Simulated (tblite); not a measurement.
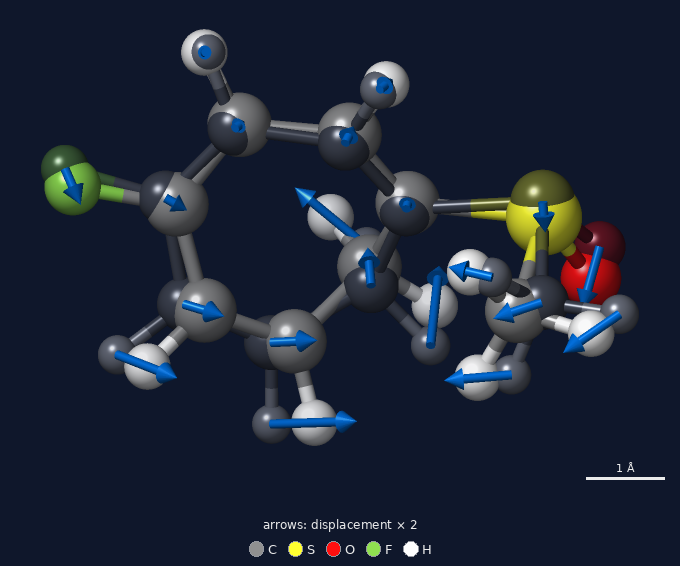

This is a relaxation of C8H9FOS. The starting structure is drawn faded, the final one solid; blue arrows show the displacements, magnified 2 times. The two geometries are superimposed by the best rigid fit.

A ball-and-stick model, seen at a tilt.

Method: GFN2-xTB geometry optimisation, gas phase (tblite). 

Question: Atoms of which element are displaced furthest, and by how much?

Answer: Hydrogen: up to 0.76 Å, against 0.42 Å for oxygen.

Question: What did the optimiser do to the structure, and how much energy did it gain?

Answer: An H atom moves most after the best rigid fit: 0.76 Å. Largest moves by element: H 0.76 Å, O 0.42 Å, C 0.33 Å, F 0.26 Å, S 0.21 Å. Near-neighbour distances that change, for instance: O–S 1.498 → 1.463 Å, C–S 1.828 → 1.855 Å, C–C 1.516 → 1.490 Å, C–C 1.332 → 1.351 Å. Bond angles that change, for instance: C–C–C 116.3° → 105.1°, C–C–H 105.7° → 112.2°, C–C–C 127.8° → 122.0°. Groups turn about C–C by about 30°, C–C by about 30°. After 82 geometry steps the energy has fallen by 6.93 kcal/mol.
